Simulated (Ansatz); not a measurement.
# Nb, response to strain

Consider Nb in the bcc (W type) structure (space group Im-3m, No. 229; relaxed with 0.1 eV smearing).

```
Nb
1.0
   -1.65223     1.65223     1.65223
    1.65223    -1.65223     1.65223
    1.65223     1.65223    -1.65223
Nb
1
Direct
  0.00000   0.00000   0.00000
```

Cartesian axes are those of the cell as printed.

Strains are applied to the cell and any free atomic positions relax; under biaxial strain the out-of-plane vector relaxes too.

All numbers come from Ansatz (a quantum-chemistry and plane-wave program) r2SCAN, no SOC.

Notes on the quantities. in-plane stress: mean in-plane stress (compression positive).

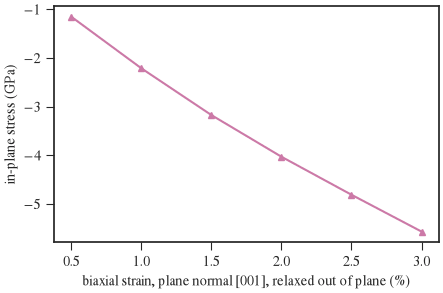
*in-plane stress against biaxial strain, plane normal [001], relaxed out of plane*

| biaxial strain, plane normal [001], relaxed out of plane (%) | in-plane stress |
|---|---|
| 0.5 | -1.2 GPa |
| 1 | -2.2 GPa |
| 1.5 | -3.2 GPa |
| 2 | -4.0 GPa |
| 2.5 | -4.8 GPa |
| 3 | -5.6 GPa |

Stability against distortions was not tested. All final runs are without spin polarisation.
